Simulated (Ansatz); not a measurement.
Potential energy curve for SMILES [SiH3]Br (H₃BrSi). The Si1–Br5 bond (Si1 also carries H, H, H; Br5 carries nothing else) is stretched with both fragments frozen at the PBE0/def2-TZVP optimised geometry.

Levels of theory: RKS-PBE = restricted PBE/cc-pVTZ (Ansatz, a first-principles code); RKS-PBE0 = restricted PBE0/cc-pVTZ in Ansatz; UKS-PBE0 = unrestricted PBE0/cc-pVTZ (Ansatz); UKS-PBE = unrestricted PBE/cc-pVTZ (Ansatz); UCCSD(T) = Ansatz with CCSD(T) on UHF/cc-pVTZ, cores with 3d frozen.

Cost and agreement with UCCSD(T) over the 20 points of the scan, with UCCSD(T) as yardstick. Costs are rough ratios of core time within Ansatz on shared cores, each with its mean field (Kohn-Sham runs search longer for lower solutions than correlated ones do); the miss is the largest difference from UCCSD(T) of the curve after the mean shift, in eV.

Task: Which of them comes closest to UCCSD(T) within 2 times the cost of the cheapest?

Result: RKS-PBE, 0.499 eV off at most.

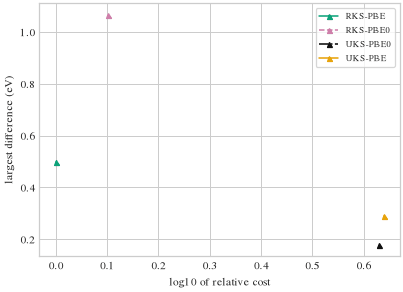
Figure: Miss against cost, one point a level.

```
level     relative cost  largest difference
--------  -------------  ------------------
RKS-PBE               1               0.499
RKS-PBE0              1               1.065
UKS-PBE0              4               0.178
UKS-PBE               4               0.290
```

Costs within a factor of two of each other count as equal.

The restricted form behind RKS-PBE, RKS-PBE0 keeps the bonding electrons paired and can't separate into open-shell fragments. The unrestricted determinant behind UKS-PBE0 is spin-contaminated at 3.68 to 7.71 Å (<S²> up to 1.0, against 0.00 for a pure singlet). The unrestricted determinant behind UKS-PBE is spin-contaminated at 3.68 to 7.71 Å (<S²> up to 0.8, against 0.00 for a pure singlet). The unrestricted determinant behind UCCSD(T) is spin-contaminated at 3.34 to 7.71 Å (<S²> up to 1.0, against 0.00 for a pure singlet).
